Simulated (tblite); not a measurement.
## Geometry relaxation of C4H10NPSi2 (part 2 of 4)

C4H10NPSi2, SMILES Cn1cpc([SiH3])c1[SiH3]; GFN2-xTB geometry optimisation, gas phase (tblite 0.8.0). 

Geometry of the input (Å):
```
C  -2.2611  0.5138  0.8290
N  -1.2418  -0.4344  0.3469
C  -1.5081  -1.7438  0.2936
P  -0.0641  -2.6947  -0.3406
C  0.8301  -1.0221  -0.4225
Si 2.5664  -0.7597  -1.0007
C  -0.0397  -0.0515  -0.0118
Si 0.5013  1.7455  0.0397
H  -2.1055  1.4139  0.2167
H  -2.1020  0.8032  1.8911
H  -3.2717  0.0857  0.6900
H  -2.4798  -2.2129  0.5641
H  2.6829  -0.5084  -2.4071
H  3.3370  -2.0115  -0.7304
H  3.2602  0.2933  -0.2474
H  0.0861  2.4769  -1.1339
H  1.9684  1.7976  0.2054
H  -0.1673  2.3153  1.2062
```

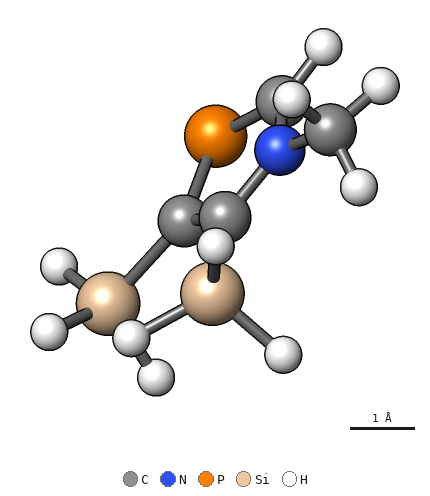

Figure 1. The geometry at step 33 of the log (ball-and-stick view, seen at a tilt).

### Trajectory as extended XYZ, continued
```
18
Properties=species:S:1:pos:R:3:forces:R:3 step=20 energy=-613.60702
C    -2.2810    0.4754    0.8006    0.0120  -0.0030  -0.0070
N    -1.2291   -0.3892    0.3357   -0.0240   0.0140   0.0410
C    -1.4070   -1.7227    0.2358    0.0470  -0.0330   0.0150
P    -0.0167   -2.5720   -0.2998   -0.0170  -0.0110  -0.0090
C     0.8383   -1.0239   -0.3816   -0.0200   0.0400   0.0490
Si    2.6057   -0.9148   -0.9907   -0.0050   0.0230  -0.0180
C     0.0275    0.0266    0.0045    0.0150   0.0680   0.0180
Si    0.5004    1.8448    0.0942   -0.0400  -0.0020  -0.0060
H    -2.3043    1.3959    0.2160   -0.0160  -0.0390   0.0230
H    -2.1326    0.7291    1.8549   -0.0210   0.0230  -0.0450
H    -3.2366   -0.0394    0.6943    0.0160   0.0430   0.0190
H    -2.3607   -2.1434    0.5023   -0.0300  -0.0240  -0.0280
H     2.5923   -0.5920   -2.4205    0.0320   0.0590  -0.0390
H     3.2698   -2.1981   -0.8006    0.0290  -0.1160   0.0280
H     3.3256    0.1152   -0.2385    0.0610  -0.0050  -0.0210
H     0.0122    2.5124   -1.1197    0.0090   0.0120  -0.0040
H     1.9385    2.0273    0.2504   -0.0300  -0.0280  -0.0390
H    -0.1510    2.4751    1.2511   -0.0170  -0.0210   0.0210
18
Properties=species:S:1:pos:R:3:forces:R:3 step=22 energy=-613.61020
C    -2.2813    0.4730    0.8020   -0.0340   0.0170  -0.0090
N    -1.2280   -0.3879    0.3380    0.0170  -0.0050   0.0820
C    -1.4015   -1.7221    0.2412    0.0040  -0.0290  -0.0390
P    -0.0119   -2.5673   -0.3008    0.0070  -0.0110   0.0080
C     0.8434   -1.0177   -0.3740   -0.0220   0.0100   0.0350
Si    2.6099   -0.9173   -0.9914   -0.0080  -0.0170   0.0000
C     0.0305    0.0295    0.0155    0.0010   0.0700  -0.0380
Si    0.4948    1.8485    0.0947   -0.0040   0.0830   0.0100
H    -2.3162    1.3882    0.2133    0.0310   0.0370  -0.0060
H    -2.1392    0.7323    1.8546    0.0130   0.0280  -0.0170
H    -3.2358   -0.0397    0.6968   -0.0340  -0.0380   0.0200
H    -2.3604   -2.1415    0.4910   -0.0160  -0.0320  -0.0080
H     2.5977   -0.5944   -2.4212    0.0220   0.0630  -0.0360
H     3.2579   -2.2124   -0.8073    0.0160  -0.0740   0.0250
H     3.3451    0.1034   -0.2421    0.0550   0.0010  -0.0130
H     0.0079    2.5223   -1.1206    0.0160  -0.0310   0.0480
H     1.9364    2.0321    0.2432   -0.0790  -0.0340  -0.0350
H    -0.1583    2.4774    1.2555    0.0140  -0.0380  -0.0260
18
Properties=species:S:1:pos:R:3:forces:R:3 step=24 energy=-613.61315
C    -2.2837    0.4717    0.8028   -0.0420   0.0120   0.0000
N    -1.2254   -0.3871    0.3460    0.0200  -0.0170   0.0410
C    -1.3962   -1.7224    0.2441   -0.0530   0.0240  -0.0460
P    -0.0064   -2.5636   -0.3011    0.0300   0.0300   0.0270
C     0.8473   -1.0108   -0.3646    0.0190   0.0010  -0.0120
Si    2.6134   -0.9215   -0.9921    0.0180  -0.0510   0.0060
C     0.0330    0.0360    0.0241   -0.0430  -0.0210  -0.0420
Si    0.4883    1.8569    0.0958    0.0030   0.0320   0.0130
H    -2.3258    1.3831    0.2099    0.0570   0.0580  -0.0260
H    -2.1447    0.7375    1.8533    0.0220   0.0380   0.0130
H    -3.2376   -0.0418    0.7008   -0.0370  -0.0760   0.0140
H    -2.3602   -2.1419    0.4789    0.0260  -0.0200   0.0050
H     2.6050   -0.5919   -2.4237    0.0100   0.0420   0.0190
H     3.2471   -2.2307   -0.8119   -0.0250   0.0230   0.0090
H     3.3682    0.0913   -0.2473    0.0240  -0.0240  -0.0220
H     0.0047    2.5302   -1.1188   -0.0110  -0.0220   0.0270
H     1.9292    2.0341    0.2334   -0.0270  -0.0190  -0.0180
H    -0.1648    2.4771    1.2588    0.0080  -0.0100  -0.0080
18
Properties=species:S:1:pos:R:3:forces:R:3 step=25 energy=-613.61418
C    -2.2855    0.4718    0.8031   -0.0240   0.0070   0.0020
N    -1.2247   -0.3873    0.3502    0.0000  -0.0060   0.0080
C    -1.3957   -1.7226    0.2438   -0.0430   0.0380  -0.0390
P    -0.0043   -2.5619   -0.3006    0.0240   0.0360   0.0300
C     0.8487   -1.0086   -0.3618    0.0200   0.0080  -0.0260
Si    2.6149   -0.9234   -0.9924    0.0170  -0.0340   0.0030
C     0.0327    0.0380    0.0254   -0.0430  -0.0400  -0.0250
Si    0.4862    1.8601    0.0962   -0.0060  -0.0260   0.0080
H    -2.3265    1.3831    0.2084    0.0480   0.0300  -0.0180
H    -2.1458    0.7406    1.8531    0.0120   0.0340   0.0060
H    -3.2392   -0.0440    0.7025   -0.0110  -0.0560   0.0130
H    -2.3603   -2.1431    0.4755    0.0350  -0.0150   0.0080
H     2.6080   -0.5892   -2.4243    0.0060   0.0290   0.0420
H     3.2436   -2.2359   -0.8126   -0.0310   0.0380   0.0040
H     3.3761    0.0877   -0.2496    0.0120  -0.0360  -0.0250
H     0.0038    2.5319   -1.1175   -0.0260  -0.0060   0.0030
H     1.9260    2.0331    0.2295    0.0110  -0.0100  -0.0090
H    -0.1667    2.4760    1.2594   -0.0010   0.0090   0.0140
18
Properties=species:S:1:pos:R:3:forces:R:3 step=27 energy=-613.61549
C    -2.2886    0.4725    0.8036    0.0150   0.0020  -0.0010
N    -1.2248   -0.3875    0.3551   -0.0280   0.0180  -0.0360
C    -1.3970   -1.7216    0.2412    0.0090   0.0140  -0.0190
P    -0.0012   -2.5584   -0.2984    0.0000   0.0040   0.0210
C     0.8509   -1.0054   -0.3598   -0.0120   0.0130  -0.0250
Si    2.6174   -0.9260   -0.9925   -0.0110   0.0170   0.0030
C     0.0307    0.0390    0.0254   -0.0060  -0.0060   0.0010
Si    0.4836    1.8617    0.0970   -0.0110  -0.0570  -0.0010
H    -2.3240    1.3840    0.2061    0.0090  -0.0270   0.0010
H    -2.1465    0.7464    1.8528   -0.0070   0.0180  -0.0150
H    -3.2410   -0.0493    0.7051    0.0340   0.0050   0.0110
H    -2.3597   -2.1457    0.4725    0.0220  -0.0120   0.0120
H     2.6120   -0.5845   -2.4229    0.0020   0.0180   0.0410
H     3.2382   -2.2401   -0.8131   -0.0150   0.0080   0.0030
H     3.3858    0.0821   -0.2533    0.0090  -0.0340  -0.0130
H     0.0012    2.5334   -1.1156   -0.0350   0.0030  -0.0090
H     1.9233    2.0309    0.2244    0.0300  -0.0040  -0.0010
H    -0.1690    2.4747    1.2607   -0.0020   0.0200   0.0270
18
Properties=species:S:1:pos:R:3:forces:R:3 step=29 energy=-613.61626
C    -2.2898    0.4727    0.8038    0.0220   0.0010  -0.0050
N    -1.2258   -0.3864    0.3557   -0.0110   0.0060  -0.0410
C    -1.3968   -1.7196    0.2383    0.0200  -0.0190   0.0000
P     0.0017   -2.5554   -0.2955   -0.0060  -0.0230   0.0010
C     0.8520   -1.0022   -0.3595   -0.0260  -0.0010  -0.0080
Si    2.6185   -0.9277   -0.9921   -0.0240   0.0220   0.0110
C     0.0294    0.0398    0.0263    0.0150   0.0240  -0.0020
Si    0.4813    1.8610    0.0980    0.0060   0.0140   0.0010
H    -2.3240    1.3826    0.2041   -0.0160  -0.0220  -0.0050
H    -2.1479    0.7509    1.8518   -0.0010   0.0080  -0.0100
H    -3.2400   -0.0535    0.7077    0.0250   0.0250   0.0080
H    -2.3569   -2.1475    0.4703    0.0000  -0.0120   0.0150
H     2.6144   -0.5816   -2.4195   -0.0020   0.0200   0.0060
H     3.2320   -2.2441   -0.8145   -0.0070  -0.0120   0.0030
H     3.3945    0.0745   -0.2563    0.0180  -0.0100   0.0110
H    -0.0035    2.5352   -1.1145   -0.0270  -0.0120   0.0150
H     1.9230    2.0312    0.2210   -0.0020  -0.0100  -0.0010
H    -0.1708    2.4763    1.2632    0.0160   0.0020   0.0010
18
Properties=species:S:1:pos:R:3:forces:R:3 step=31 energy=-613.61684
C    -2.2894    0.4727    0.8035    0.0050   0.0000  -0.0080
N    -1.2264   -0.3850    0.3531    0.0160  -0.0170  -0.0170
C    -1.3950   -1.7187    0.2363   -0.0060  -0.0190   0.0180
P     0.0042   -2.5544   -0.2932    0.0020  -0.0140  -0.0140
C     0.8514   -0.9996   -0.3596   -0.0010  -0.0140   0.0040
Si    2.6177   -0.9287   -0.9910   -0.0010  -0.0030   0.0100
C     0.0294    0.0419    0.0271    0.0000   0.0030  -0.0180
Si    0.4796    1.8621    0.0990    0.0130   0.0490   0.0030
H    -2.3267    1.3799    0.2018   -0.0190   0.0110  -0.0220
H    -2.1492    0.7546    1.8502    0.0210   0.0030   0.0020
H    -3.2377   -0.0553    0.7104   -0.0110   0.0100   0.0020
H    -2.3538   -2.1493    0.4690   -0.0070  -0.0040   0.0140
H     2.6158   -0.5779   -2.4162   -0.0050   0.0190  -0.0140
H     3.2261   -2.2490   -0.8157   -0.0160   0.0030  -0.0010
H     3.4034    0.0665   -0.2579    0.0190   0.0060   0.0300
H    -0.0097    2.5361   -1.1125   -0.0210  -0.0140   0.0220
H     1.9223    2.0318    0.2184   -0.0120  -0.0100  -0.0020
H    -0.1709    2.4786    1.2657    0.0240  -0.0070  -0.0110
18
Properties=species:S:1:pos:R:3:forces:R:3 step=33 energy=-613.61742
C    -2.2882    0.4730    0.8025   -0.0130   0.0010  -0.0120
N    -1.2268   -0.3849    0.3492    0.0130  -0.0150   0.0220
C    -1.3940   -1.7197    0.2354   -0.0130   0.0020   0.0220
P     0.0060   -2.5550   -0.2919    0.0000   0.0080  -0.0150
C     0.8504   -0.9983   -0.3601    0.0250  -0.0110   0.0080
Si    2.6168   -0.9288   -0.9894    0.0270  -0.0040  -0.0030
C     0.0290    0.0439    0.0256   -0.0140  -0.0240  -0.0230
Si    0.4790    1.8652    0.0999   -0.0010  -0.0060  -0.0030
H    -2.3291    1.3782    0.1982   -0.0150   0.0180  -0.0220
H    -2.1482    0.7588    1.8486    0.0390  -0.0080  -0.0110
H    -3.2360   -0.0556    0.7131   -0.0290  -0.0010   0.0010
H    -2.3519   -2.1520    0.4700   -0.0020   0.0090   0.0100
H     2.6167   -0.5719   -2.4136   -0.0060   0.0130  -0.0060
H     3.2202   -2.2522   -0.8160   -0.0190   0.0100  -0.0070
H     3.4119    0.0603   -0.2572    0.0050   0.0040   0.0330
H    -0.0171    2.5352   -1.1093   -0.0220   0.0040   0.0030
H     1.9214    2.0302    0.2158    0.0060  -0.0030  -0.0040
H    -0.1689    2.4797    1.2675    0.0160   0.0020   0.0060
18
Properties=species:S:1:pos:R:3:forces:R:3 step=35 energy=-613.61816
C    -2.2875    0.4739    0.8003   -0.0180   0.0040  -0.0140
N    -1.2274   -0.3861    0.3458   -0.0150   0.0110   0.0400
C    -1.3941   -1.7218    0.2364    0.0110   0.0170   0.0080
P     0.0072   -2.5557   -0.2917   -0.0080   0.0150  -0.0020
C     0.8506   -0.9982   -0.3606    0.0210   0.0040   0.0020
Si    2.6177   -0.9274   -0.9877    0.0270   0.0220  -0.0130
C     0.0276    0.0443    0.0212   -0.0010  -0.0190  -0.0020
Si    0.4786    1.8671    0.1003   -0.0190  -0.0770  -0.0130
H    -2.3316    1.3776    0.1922   -0.0070  -0.0090  -0.0040
H    -2.1430    0.7637    1.8455    0.0350  -0.0140  -0.0370
H    -3.2362   -0.0548    0.7165   -0.0150   0.0030   0.0040
H    -2.3510   -2.1550    0.4735    0.0040   0.0160   0.0060
H     2.6177   -0.5627   -2.4110   -0.0020   0.0060   0.0120
H     3.2123   -2.2537   -0.8164   -0.0020  -0.0090  -0.0120
H     3.4215    0.0549   -0.2527   -0.0170  -0.0100   0.0240
H    -0.0279    2.5339   -1.1051   -0.0160   0.0220  -0.0140
H     1.9214    2.0263    0.2124    0.0150   0.0060  -0.0090
H    -0.1646    2.4801    1.2697    0.0080   0.0080   0.0250
18
Properties=species:S:1:pos:R:3:forces:R:3 step=36 energy=-613.61866
C    -2.2875    0.4746    0.7983   -0.0140   0.0020  -0.0110
N    -1.2278   -0.3869    0.3446   -0.0250   0.0220   0.0310
C    -1.3939   -1.7228    0.2376    0.0220   0.0170  -0.0030
P     0.0080   -2.5557   -0.2918   -0.0090   0.0120   0.0070
C     0.8515   -0.9981   -0.3606    0.0070   0.0110  -0.0040
Si    2.6192   -0.9259   -0.9867    0.0150   0.0300  -0.0120
C     0.0264    0.0439    0.0182    0.0110  -0.0060   0.0180
Si    0.4779    1.8670    0.1002   -0.0230  -0.0830  -0.0150
H    -2.3340    1.3770    0.1875    0.0000  -0.0240   0.0060
H    -2.1383    0.7667    1.8423    0.0220  -0.0090  -0.0430
H    -3.2370   -0.0542    0.7190   -0.0030   0.0050   0.0060
H    -2.3502   -2.1566    0.4758    0.0040   0.0170   0.0040
H     2.6184   -0.5561   -2.4090    0.0020   0.0040   0.0180
H     3.2060   -2.2552   -0.8173    0.0100  -0.0190  -0.0170
H     3.4284    0.0506   -0.2487   -0.0280  -0.0150   0.0190
H    -0.0362    2.5337   -1.1023   -0.0070   0.0240  -0.0120
H     1.9215    2.0237    0.2095    0.0050   0.0080  -0.0150
H    -0.1613    2.4806    1.2718    0.0100   0.0030   0.0230
18
Properties=species:S:1:pos:R:3:forces:R:3 step=38 energy=-613.61939
C    -2.2884    0.4753    0.7949    0.0000  -0.0060  -0.0020
N    -1.2284   -0.3871    0.3445   -0.0080   0.0080  -0.0110
C    -1.3923   -1.7229    0.2392    0.0090   0.0020  -0.0090
P     0.0096   -2.5548   -0.2915    0.0020   0.0000   0.0130
C     0.8532   -0.9973   -0.3606   -0.0110   0.0080  -0.0080
Si    2.6220   -0.9237   -0.9855   -0.0080   0.0020   0.0030
C     0.0254    0.0432    0.0157    0.0140   0.0090   0.0360
Si    0.4754    1.8645    0.0997   -0.0090  -0.0080  -0.0070
H    -2.3389    1.3747    0.1804    0.0080  -0.0210   0.0010
H    -2.1308    0.7707    1.8358   -0.0020   0.0150  -0.0140
H    -3.2385   -0.0535    0.7232    0.0060  -0.0050   0.0060
H    -2.3479   -2.1575    0.4784   -0.0020   0.0120   0.0040
H     2.6197   -0.5465   -2.4052    0.0080   0.0070   0.0090
H     3.1966   -2.2593   -0.8203    0.0190  -0.0120  -0.0240
H     3.4384    0.0422   -0.2422   -0.0310  -0.0090   0.0200
H    -0.0487    2.5352   -1.0984    0.0100   0.0100   0.0090
H     1.9210    2.0214    0.2040   -0.0240   0.0060  -0.0250
H    -0.1560    2.4817    1.2762    0.0200  -0.0190  -0.0020
18
Properties=species:S:1:pos:R:3:forces:R:3 step=40 energy=-613.61989
C    -2.2892    0.4751    0.7929    0.0090  -0.0070   0.0060
N    -1.2288   -0.3865    0.3441    0.0200  -0.0190  -0.0220
C    -1.3907   -1.7221    0.2394   -0.0200  -0.0090  -0.0020
P     0.0111   -2.5540   -0.2901    0.0120  -0.0050   0.0050
C     0.8536   -0.9960   -0.3608   -0.0040  -0.0070   0.0040
Si    2.6230   -0.9232   -0.9846   -0.0120  -0.0340   0.0110
C     0.0258    0.0433    0.0177   -0.0050  -0.0020   0.0120
Si    0.4729    1.8627    0.0989    0.0080   0.0560   0.0030
H    -2.3418    1.3718    0.1763    0.0050   0.0060  -0.0190
H    -2.1271    0.7738    1.8311   -0.0110   0.0280   0.0210
H    -3.2390   -0.0539    0.7261    0.0010  -0.0170   0.0040
H    -2.3460   -2.1566    0.4795   -0.0060   0.0050   0.0030
H     2.6210   -0.5410   -2.4022    0.0090   0.0110  -0.0020
H     3.1926   -2.2631   -0.8244    0.0110   0.0120  -0.0280
H     3.4418    0.0360   -0.2372   -0.0230   0.0020   0.0280
H    -0.0548    2.5374   -1.0958    0.0090   0.0020   0.0120
H     1.9185    2.0214    0.1988   -0.0180   0.0040  -0.0280
H    -0.1518    2.4813    1.2789    0.0160  -0.0250  -0.0070
18
Properties=species:S:1:pos:R:3:forces:R:3 step=42 energy=-613.62088
C    -2.2895    0.4746    0.7886    0.0140   0.0070   0.0120
N    -1.2296   -0.3869    0.3406    0.0300  -0.0300   0.0090
C    -1.3891   -1.7227    0.2394   -0.0320  -0.0130   0.0040
P     0.0145   -2.5534   -0.2868    0.0040  -0.0150  -0.0060
C     0.8538   -0.9941   -0.3615    0.0100  -0.0250   0.0310
Si    2.6242   -0.9231   -0.9817   -0.0060  -0.0440   0.0080
C     0.0261    0.0435    0.0209   -0.0250  -0.0130  -0.0470
Si    0.4686    1.8621    0.0972    0.0170   0.0640   0.0080
H    -2.3460    1.3658    0.1652   -0.0080   0.0200  -0.0340
H    -2.1185    0.7845    1.8218   -0.0240   0.0240   0.0380
H    -3.2395   -0.0556    0.7333    0.0150  -0.0160   0.0050
H    -2.3439   -2.1555    0.4842   -0.0090  -0.0110  -0.0080
H     2.6250   -0.5256   -2.3954    0.0110   0.0110   0.0020
H     3.1849   -2.2691   -0.8353    0.0090   0.0280  -0.0300
H     3.4464    0.0235   -0.2221   -0.0220   0.0020   0.0270
H    -0.0689    2.5415   -1.0885   -0.0040   0.0090  -0.0110
H     1.9128    2.0196    0.1843    0.0310   0.0100  -0.0320
H    -0.1401    2.4772    1.2845   -0.0100  -0.0080   0.0230
18
Properties=species:S:1:pos:R:3:forces:R:3 step=44 energy=-613.62259
C    -2.2884    0.4752    0.7817    0.0110   0.0310   0.0090
N    -1.2307   -0.3903    0.3347   -0.0010   0.0100   0.0700
C    -1.3891   -1.7263    0.2401    0.0050   0.0000   0.0050
P     0.0191   -2.5546   -0.2815   -0.0330  -0.0240  -0.0020
C     0.8541   -0.9938   -0.3611    0.0120  -0.0300   0.0450
Si    2.6259   -0.9228   -0.9758    0.0030   0.0120  -0.0050
C     0.0247    0.0426    0.0206   -0.0110   0.0030  -0.0970
Si    0.4630    1.8636    0.0938    0.0140  -0.0180   0.0040
H    -2.3517    1.3563    0.1423   -0.0260  -0.0100  -0.0120
H    -2.1036    0.8066    1.8071   -0.0410  -0.0030   0.0030
H    -3.2386   -0.0584    0.7468    0.0490   0.0090   0.0100
H    -2.3429   -2.1554    0.4944   -0.0070  -0.0340  -0.0260
H     2.6333   -0.4955   -2.3824    0.0130   0.0060   0.0310
H     3.1729   -2.2754   -0.8570    0.0260   0.0050  -0.0260
H     3.4510    0.0033   -0.1907   -0.0360  -0.0210   0.0050
H    -0.0956    2.5487   -1.0761   -0.0200   0.0230  -0.0370
H     1.9067    2.0147    0.1550    0.0840   0.0230  -0.0370
H    -0.1188    2.4679    1.2964   -0.0410   0.0190   0.0620
18
Properties=species:S:1:pos:R:3:forces:R:3 step=45 energy=-613.62417
C    -2.2868    0.4766    0.7760    0.0040   0.0410   0.0030
N    -1.2312   -0.3934    0.3315   -0.0260   0.0490   0.0970
C    -1.3896   -1.7297    0.2409    0.0350   0.0150   0.0130
P     0.0221   -2.5567   -0.2768   -0.0620  -0.0230   0.0060
C     0.8546   -0.9950   -0.3592    0.0070  -0.0270   0.0370
Si    2.6269   -0.9227   -0.9703    0.0120   0.0570  -0.0130
C     0.0229    0.0415    0.0179    0.0130   0.0190  -0.1060
Si    0.4588    1.8651    0.0908    0.0140  -0.0760   0.0020
H    -2.3571    1.3477    0.1214   -0.0340  -0.0410   0.0180
H    -2.0919    0.8263    1.7946   -0.0500  -0.0220  -0.0340
H    -3.2363   -0.0606    0.7590    0.0660   0.0290   0.0110
H    -2.3425   -2.1558    0.5028   -0.0050  -0.0490  -0.0400
H     2.6413   -0.4689   -2.3701    0.0130   0.0030   0.0550
H     3.1640   -2.2798   -0.8780    0.0390  -0.0160  -0.0210
H     3.4522   -0.0145   -0.1617   -0.0440  -0.0410  -0.0160
H    -0.1188    2.5561   -1.0662   -0.0230   0.0230  -0.0340
H     1.9034    2.0111    0.1273    0.0900   0.0310  -0.0410
H    -0.1007    2.4592    1.3085   -0.0460   0.0270   0.0620
```
